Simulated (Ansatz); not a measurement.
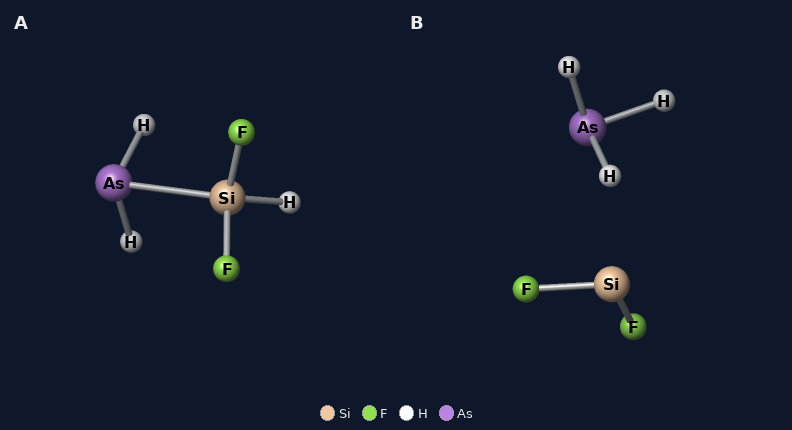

2 stationary structures of one formula. Geometries: PBE0-D4/def2-TZVP. Electronic energies: CCSD(T)/CBS (MP2 limit from def2-TZVPP and def2-QZVPP plus CCSD(T) − MP2) (Ansatz 0.2.0), without zero-point energy. Each is one conformer, not always the lowest.

### Rank them by energy, lowest first.

A is lowest (Cs, a minimum); B lies 1.752 eV above it (Cs, a saddle point of order 1).
